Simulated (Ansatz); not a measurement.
**SiF+: geometry and frequencies at several levels**

The task, for SiF+: geometry and frequencies at several levels. Charge +1.

Computed with Ansatz 0.2.0 (the levels named in each step, unless a step's input says otherwise).

## Step 1: Starting point

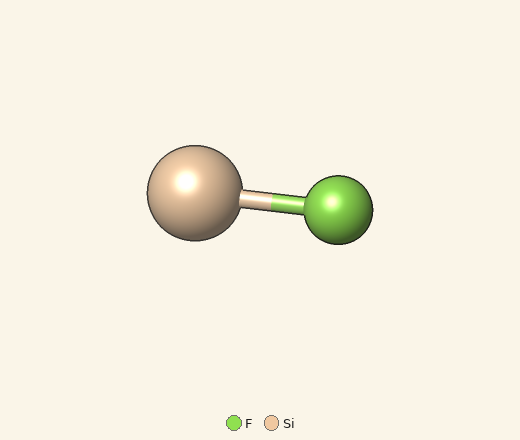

The starting structure, seen from a chosen angle (fluorine green, silicon light orange).

Coordinates:

```xyz
2

F     0.0000    0.0000    0.0000
Si    0.0000    0.0000    1.5466
```

## Step 2: A rough first relaxation, PBE-D4/def2-SVP

This run stands in another session on the same molecule. It ended at:

```xyz
2

F     0.0000    0.0000   -0.0202
Si    0.0000    0.0000    1.5668
```

## Step 3: Relaxation, PBE0-D4/def2-TZVPP

This run stands in another session on the same molecule. It ended at:

```xyz
2

F     0.0000    0.0000    0.0052
Si    0.0000    0.0000    1.5415
```

## Step 4: Frequencies, PBE0-D4/def2-TZVPP

input.yaml

```yaml
crystal:
  periodic: [false, false, false]
  atoms:
    - { symbol: F, position_ang: [0.0, 0.0, 0.00515079] }
    - { symbol: Si, position_ang: [0.0, 0.0, 1.54148921] }
total_charge: 1
basis:
  gaussian: { orbitals: def2-TZVPP }
hamiltonian:
  xc: pbe0
  dispersion: d4
phonons: {}
```

Command:

```
$ ansatz run input.yaml --threads 2 --pin off --max-ram 5120MiB --backend cpu --events-out ev --progress --plain --runs-dir out
```

The log of the run (excerpt; [...] marks lines left out):

```text
Warning: RAYON_NUM_THREADS=2 ignored (pool sized by the plan → 2); use --threads N
[...]
Functional definition: PBE0
[...]
447 factors; their error is unknown
[...]
mean field -10581.70236662 eV, -388.8703894377 hartree, gradient 2.9e-5 eV, S^2 0.000000; 0 other end points of the search recorded, 0 dependent functions left out
[...]
reference -10581.70238409 eV, -388.8703900799 hartree; 11, 11 occupied and 62, 62 virtual orbitals, 447 factors
[...]
447 factors; their error is unknown
[...]
mean field -10581.70236662 eV, -388.8703894378 hartree, gradient 6.4e-7 eV, S^2 0.000000; 0 other end points of the search recorded, 0 dependent functions left out
[...]
reference -10581.70238409 eV, -388.8703900799 hartree; 11, 11 occupied and 62, 62 virtual orbitals, 447 factors
[...]
447 factors; their error is unknown
mean field -10581.70236662 eV, -388.8703894378 hartree, gradient 6.4e-7 eV, S^2 0.000000; 0 other end points of the search recorded, 0 dependent functions left out
[...]
reference -10581.70238409 eV, -388.8703900799 hartree; 11, 11 occupied and 62, 62 virtual orbitals, 447 factors
[...]
447 factors; their error is unknown
[...]
mean field -10581.70236662 eV, -388.8703894378 hartree, gradient 6.4e-7 eV, S^2 0.000000; 0 other end points of the search recorded, 0 dependent functions left out
[...]
reference -10581.70238409 eV, -388.8703900799 hartree; 11, 11 occupied and 62, 62 virtual orbitals, 447 factors
[...]
447 factors; their error is unknown
[...]
reference -10581.70238409 eV, -388.8703900799 hartree; 11, 11 occupied and 62, 62 virtual orbitals, 447 factors
[...]
447 factors; their error is unknown
mean field -10581.70236662 eV, -388.8703894378 hartree, gradient 6.4e-7 eV, S^2 0.000000; 0 other end points of the search recorded, 0 dependent functions left out
[...]
reference -10581.70238409 eV, -388.8703900799 hartree; 11, 11 occupied and 62, 62 virtual orbitals, 447 factors
[...]
447 factors; their error is unknown
mean field -10581.70236662 eV, -388.8703894378 hartree, gradient 6.4e-7 eV, S^2 0.000000; 0 other end points of the search recorded, 0 dependent functions left out
[...]
reference -10581.70238409 eV, -388.8703900799 hartree; 11, 11 occupied and 62, 62 virtual orbitals, 447 factors
[...]
447 factors; their error is unknown
[...]
mean field -10581.70222873 eV, -388.8703843704 hartree, gradient 6.5e-7 eV, S^2 0.000000; 0 other end points of the search recorded, 0 dependent functions left out
[...]
reference -10581.70224621 eV, -388.8703850130 hartree; 11, 11 occupied and 62, 62 virtual orbitals, 447 factors
[...]
447 factors; their error is unknown
mean field -10581.70222458 eV, -388.8703842181 hartree, gradient 6.3e-7 eV, S^2 0.000000; 0 other end points of the search recorded, 0 dependent functions left out
[...]
reference -10581.70224205 eV, -388.8703848600 hartree; 11, 11 occupied and 62, 62 virtual orbitals, 447 factors
Total energy: -10581.71309234 eV, -388.8707836009 hartree
Atom 0 at     0.000000     0.000000     0.005151 Å, force     0.000000     0.000000     0.000013 eV/Å
Atom 1 at     0.000000     0.000000     1.541489 Å, force    -0.000000    -0.000000    -0.000013 eV/Å
Dipole moment:    -0.000000     0.000000     0.694380 e Å
Vibrations: 1036.69 cm⁻¹, zero-point energy 0.064266 eV
```

Wall time 4.2 s (2 threads of Arm Neoverse V2, shared host); peak memory 0.11 GiB.

Harmonic frequencies (cm⁻¹; negative: imaginary): 1037.

## Step 5: Relaxation, PBE-D4/def2-TZVPP

Edit input.yaml of step 4 so:

```diff
@@ -9,4 +9,6 @@
 hamiltonian:
-  xc: pbe0
+  xc: pbe
   dispersion: d4
-phonons: {}
+relax:
+  f_tol: 0.002
+  max_steps: 150
```

Command:

```
$ ansatz run input.yaml --threads 2 --pin off --max-ram 5120MiB --backend cpu --events-out ev --progress --plain --runs-dir out
```

The log of the run (excerpt; [...] marks lines left out):

```text
Warning: RAYON_NUM_THREADS=2 ignored (pool sized by the plan → 2); use --threads N
[...]
Functional definition: PBE
[...]
444 factors; their error is unknown
[...]
mean field -10581.14647138 eV, -388.8499606644 hartree, gradient 2.3e-5 eV, S^2 0.000000; 0 other end points of the search recorded, 0 dependent functions left out
[...]
reference -10581.14649506 eV, -388.8499615349 hartree; 11, 11 occupied and 62, 62 virtual orbitals, 444 factors
relax step   1: F+E_penalty+E_count = -10581.15954740 eV  Δ(F+E_penalty+E_count) = +0.000e0 eV  max|allowed force component| = 8.571e-1 eV/Å  Δτ_max = 0.0000 Å  (25 SCF iters, accepted)
[...]
relax step   4: F+E_penalty+E_count = -10581.16800450 eV  Δ(F+E_penalty+E_count) = -2.332e-6 eV  max|allowed force component| = 1.574e-2 eV/Å  Δτ_max = 0.0005 Å  (17 SCF iters, accepted)
[...]
relax step   5: F+E_penalty+E_count = -10581.16800759 eV  Δ(F+E_penalty+E_count) = -3.089e-6 eV  max|allowed force component| = 5.623e-8 eV/Å  Δτ_max = 0.0002 Å  (17 SCF iters, accepted)
444 factors; their error is unknown
mean field -10581.15494641 eV, -388.8502721160 hartree, gradient 1.5e-5 eV, S^2 0.000000; 1 other end points of the search recorded, 0 dependent functions left out
[...]
reference -10581.15497020 eV, -388.8502729904 hartree; 11, 11 occupied and 62, 62 virtual orbitals, 444 factors
Total energy: -10581.16803138 eV, -388.8507529800 hartree
Atom 0 at     0.000000     0.000000    -0.004914 Å, force     0.000000     0.000000     0.000000 eV/Å
Atom 1 at    -0.000000    -0.000000     1.551554 Å, force    -0.000000    -0.000000    -0.000000 eV/Å
Dipole moment:    -0.000000     0.000000     0.687959 e Å
```

It took 2.2 s on 2 threads of Arm Neoverse V2, shared host; peak memory 0.099 GiB.

The steps of the relaxation:

| step | E - E(step 1) (eV) | largest force component (eV/Å) |
| --- | --- | --- |
| 1 | 0.0000 | 0.8571 |
| 2 | -0.0055 | 0.4979 |
| 3 | -0.0085 | 0.0209 |
| 4 | -0.0085 | 0.0157 |
| 5 | -0.0085 | 0.0000 |

Step 1 is the start.

Before: Bond lengths: F1–Si2 1.536 Å.

After: Bond lengths: F1–Si2 1.556 Å.

## Step 6: Frequencies, PBE-D4/def2-TZVPP

input.yaml

```yaml
crystal:
  periodic: [false, false, false]
  atoms:
    - { symbol: F, position_ang: [0.0, 0.0, -0.00491391] }
    - { symbol: Si, position_ang: [0.0, 0.0, 1.55155391] }
total_charge: 1
basis:
  gaussian: { orbitals: def2-TZVPP }
hamiltonian:
  xc: pbe
  dispersion: d4
phonons: {}
```

Command:

```
$ ansatz run input.yaml --threads 2 --pin off --max-ram 5120MiB --backend cpu --events-out ev --progress --plain --runs-dir out
```

The log of the run (excerpt; [...] marks lines left out):

```text
Warning: RAYON_NUM_THREADS=2 ignored (pool sized by the plan → 2); use --threads N
[...]
[... 1 set-up line as earlier in the session ...]
[...]
444 factors; their error is unknown
[...]
mean field -10581.15494641 eV, -388.8502721160 hartree, gradient 2.3e-5 eV, S^2 0.000000; 0 other end points of the search recorded, 0 dependent functions left out
[...]
reference -10581.15497020 eV, -388.8502729904 hartree; 11, 11 occupied and 62, 62 virtual orbitals, 444 factors
[...]
444 factors; their error is unknown
mean field -10581.15494641 eV, -388.8502721161 hartree, gradient 9.5e-7 eV, S^2 0.000000; 0 other end points of the search recorded, 0 dependent functions left out
[...]
reference -10581.15497020 eV, -388.8502729904 hartree; 11, 11 occupied and 62, 62 virtual orbitals, 444 factors
[...]
444 factors; their error is unknown
[...]
reference -10581.15497020 eV, -388.8502729904 hartree; 11, 11 occupied and 62, 62 virtual orbitals, 444 factors
[...]
444 factors; their error is unknown
mean field -10581.15482336 eV, -388.8502675940 hartree, gradient 6.8e-6 eV, S^2 0.000000; 0 other end points of the search recorded, 0 dependent functions left out
[...]
reference -10581.15484716 eV, -388.8502684689 hartree; 11, 11 occupied and 62, 62 virtual orbitals, 444 factors
[...]
444 factors; their error is unknown
[...]
mean field -10581.15481847 eV, -388.8502674145 hartree, gradient 7.2e-6 eV, S^2 0.000000; 0 other end points of the search recorded, 0 dependent functions left out
[...]
reference -10581.15484225 eV, -388.8502682884 hartree; 11, 11 occupied and 62, 62 virtual orbitals, 444 factors
Total energy: -10581.16803138 eV, -388.8507529800 hartree
Atom 0 at     0.000000     0.000000    -0.004914 Å, force     0.000000    -0.000000     0.000002 eV/Å
Atom 1 at     0.000000     0.000000     1.551554 Å, force    -0.000000     0.000000    -0.000002 eV/Å
Dipole moment:    -0.000000    -0.000000     0.687959 e Å
Vibrations: 981.66 cm⁻¹, zero-point energy 0.060855 eV
```

Wall time 3.2 s (2 threads of Arm Neoverse V2, shared host); peak memory 0.1 GiB.

Harmonic frequencies (cm⁻¹; negative: imaginary): 982.

## Step 7: Relaxation, r2SCAN-D4/def2-TZVPP

input.yaml

```yaml
crystal:
  periodic: [false, false, false]
  atoms:
    - { symbol: F, position_ang: [0.0, 0.0, 0.00515079] }
    - { symbol: Si, position_ang: [0.0, 0.0, 1.54148921] }
total_charge: 1
basis:
  gaussian: { orbitals: def2-TZVPP }
hamiltonian:
  xc: r2scan
  dispersion: d4
relax:
  f_tol: 0.002
  max_steps: 150
```

Command:

```
$ ansatz run input.yaml --threads 2 --pin off --max-ram 5120MiB --backend cpu --events-out ev --progress --plain --runs-dir out
```

The log of the run (excerpt; [...] marks lines left out):

```text
Warning: RAYON_NUM_THREADS=2 ignored (pool sized by the plan → 2); use --threads N
[...]
Functional definition: r2SCAN
[...]
444 factors; their error is unknown
[...]
mean field -10585.65359031 eV, -389.0155942300 hartree, gradient 2.1e-5 eV, S^2 0.000000; 0 other end points of the search recorded, 0 dependent functions left out
[...]
reference -10585.65359706 eV, -389.0155944782 hartree; 11, 11 occupied and 62, 62 virtual orbitals, 444 factors
relax step   1: F+E_penalty+E_count = -10585.65627427 eV  Δ(F+E_penalty+E_count) = +0.000e0 eV  max|allowed force component| = 1.325e-1 eV/Å  Δτ_max = 0.0000 Å  (26 SCF iters, accepted)
[...]
relax step   2: F+E_penalty+E_count = -10585.65640587 eV  Δ(F+E_penalty+E_count) = -1.316e-4 eV  max|allowed force component| = 7.637e-2 eV/Å  Δτ_max = 0.0006 Å  (21 SCF iters, accepted)
[...]
relax step   3: F+E_penalty+E_count = -10585.65647183 eV  Δ(F+E_penalty+E_count) = -6.596e-5 eV  max|allowed force component| = 5.357e-4 eV/Å  Δτ_max = 0.0009 Å  (27 SCF iters, accepted)
444 factors; their error is unknown
[...]
mean field -10585.65378826 eV, -389.0156015047 hartree, gradient 2.3e-5 eV, S^2 0.000000; 1 other end points of the search recorded, 0 dependent functions left out
[...]
reference -10585.65379501 eV, -389.0156017529 hartree; 11, 11 occupied and 62, 62 virtual orbitals, 444 factors
Total energy: -10585.65647859 eV, -389.0157003725 hartree
Atom 0 at    -0.000000     0.000000     0.003661 Å, force    -0.000000    -0.000000    -0.000536 eV/Å
Atom 1 at     0.000000    -0.000000     1.542979 Å, force     0.000000     0.000000     0.000536 eV/Å
Dipole moment:    -0.000000     0.000000     0.672906 e Å
```

It took 3 s on 2 threads of Arm Neoverse V2, shared host; peak memory 0.11 GiB.

Relaxation path:

```
step  E - E(step 1) (eV)  largest force component (eV/Å)
   1              0.0000                          0.1325
   2             -0.0001                          0.0764
   3             -0.0002                          0.0005
```

Step 1 is the start.

Before: Bond lengths: F1–Si2 1.536 Å.

After: Bond lengths: F1–Si2 1.539 Å.

## Step 8: Frequencies, r2SCAN-D4/def2-TZVPP

input.yaml

```yaml
crystal:
  periodic: [false, false, false]
  atoms:
    - { symbol: F, position_ang: [0.0, 0.0, 0.00366131] }
    - { symbol: Si, position_ang: [0.0, 0.0, 1.54297869] }
total_charge: 1
basis:
  gaussian: { orbitals: def2-TZVPP }
hamiltonian:
  xc: r2scan
  dispersion: d4
phonons: {}
```

Command:

```
$ ansatz run input.yaml --threads 2 --pin off --max-ram 5120MiB --backend cpu --events-out ev --progress --plain --runs-dir out
```

The log of the run (excerpt; [...] marks lines left out):

```text
Warning: RAYON_NUM_THREADS=2 ignored (pool sized by the plan → 2); use --threads N
[...]
[... 1 set-up line as earlier in the session ...]
[...]
444 factors; their error is unknown
[...]
mean field -10585.65378826 eV, -389.0156015047 hartree, gradient 3.9e-5 eV, S^2 0.000000; 0 other end points of the search recorded, 0 dependent functions left out
[...]
reference -10585.65379501 eV, -389.0156017529 hartree; 11, 11 occupied and 62, 62 virtual orbitals, 444 factors
[...]
444 factors; their error is unknown
mean field -10585.65378826 eV, -389.0156015047 hartree, gradient 1.4e-6 eV, S^2 0.000000; 0 other end points of the search recorded, 0 dependent functions left out
[...]
reference -10585.65379502 eV, -389.0156017530 hartree; 11, 11 occupied and 62, 62 virtual orbitals, 444 factors
[...]
444 factors; their error is unknown
[...]
reference -10585.65379502 eV, -389.0156017530 hartree; 11, 11 occupied and 62, 62 virtual orbitals, 444 factors
[...]
444 factors; their error is unknown
mean field -10585.65365341 eV, -389.0155965490 hartree, gradient 1.4e-6 eV, S^2 0.000000; 0 other end points of the search recorded, 0 dependent functions left out
[...]
reference -10585.65366017 eV, -389.0155967973 hartree; 11, 11 occupied and 62, 62 virtual orbitals, 444 factors
[...]
444 factors; their error is unknown
mean field -10585.65364871 eV, -389.0155963764 hartree, gradient 1.4e-6 eV, S^2 0.000000; 0 other end points of the search recorded, 0 dependent functions left out
[...]
reference -10585.65365546 eV, -389.0155966245 hartree; 11, 11 occupied and 62, 62 virtual orbitals, 444 factors
Total energy: -10585.65647859 eV, -389.0157003725 hartree
Atom 0 at     0.000000     0.000000     0.003661 Å, force    -0.000000    -0.000000    -0.000534 eV/Å
Atom 1 at     0.000000     0.000000     1.542979 Å, force     0.000000     0.000000     0.000534 eV/Å
Dipole moment:     0.000000     0.000000     0.672906 e Å
Vibrations: 1026.42 cm⁻¹, zero-point energy 0.063630 eV
```

Run time: 6.5 s. Hardware: 2 threads of Arm Neoverse V2, shared host; peak memory 0.11 GiB.

Harmonic frequencies (cm⁻¹; negative: imaginary): 1026.

[end of part 1 of 2]
